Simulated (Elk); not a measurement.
Band structure of Eu5Mg (P-62m, 6 atoms in the cell).

```
CELL_PARAMETERS angstrom
      6.61346     0.00000     0.00000
     -3.30673     5.72742     0.00000
      0.00000     0.00000     6.13390
ATOMIC_POSITIONS crystal
  Eu 0.33333 0.66667 0.50000
  Eu 0.66667 0.33333 0.50000
  Eu 0.00000 0.67819 0.00000
  Eu 0.67819 0.00000 0.00000
  Eu 0.32181 0.32181 0.00000
  Mg 0.00000 0.00000 0.50000
```
Moments meant for the start (each program seeds them in its own way; μB, in the order of the atoms Eu Eu Eu Eu Eu Mg): 7.0 7.0 7.0 7.0 7.0 0.0.

Level of theory: LDA (PW92), all-electron FP-LAPW, Elk's shipped species files, LAPW+lo basis in Elk.

Settings: spinpol = true; rgkmax = 8; swidth = 0.00367493 Ha; ngridk = 3 3 3; reducebf = 0.8; gmaxvr = 16 1/bohr; nxoapwlo = 1; maxscl = 100.

The starting cell comes from a database of computed structures (which also holds hypothetical and non-ambient phases and stackings), without a prior relaxation at this level. Spin-orbit coupling is off. The magnetic order is the one reached from the typed start; others were not searched systematically. With U or open f shells several self-consistent states can exist. The f electrons are in the valence without U or exact exchange, which can misplace them near the Fermi level. Spin-orbit terms, which matter for f shells, are left out. Values depend on the basis (sphere radii, cutoffs, local orbitals), which need not be converged.

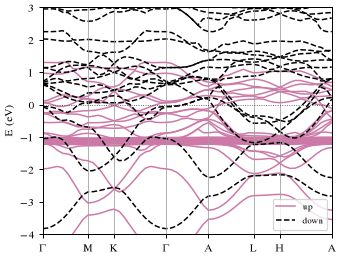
Bands along the path, energies from the Fermi level.

Levels in eV from the Fermi level, bands 64 to 71 of the first spin channel:
| point | 64 | 65 | 66 | 67 | 68 | 69 | 70 | 71 |
|---|---|---|---|---|---|---|---|---|
| Γ | -0.55 | -0.28 | -0.27 | -0.27 | 0.06 | 0.06 | 0.10 | 0.97 |
| M | -0.69 | -0.56 | -0.38 | -0.19 | 0.17 | 0.18 | 0.26 | 0.71 |
| K | -0.61 | -0.50 | -0.50 | -0.03 | -0.02 | 0.42 | 0.42 | 0.55 |
| A | -0.41 | -0.19 | -0.19 | -0.12 | 0.28 | 0.46 | 0.46 | 0.56 |
| L | -0.96 | -0.87 | 0.17 | 0.26 | 0.29 | 0.53 | 0.56 | 0.79 |
| H | -0.96 | -0.96 | 0.06 | 0.40 | 0.40 | 0.47 | 0.53 | 0.53 |

Bands cross the Fermi level along this path, so the cell is metallic at this level.

The net moment of the cell came out as 38.07 μB.
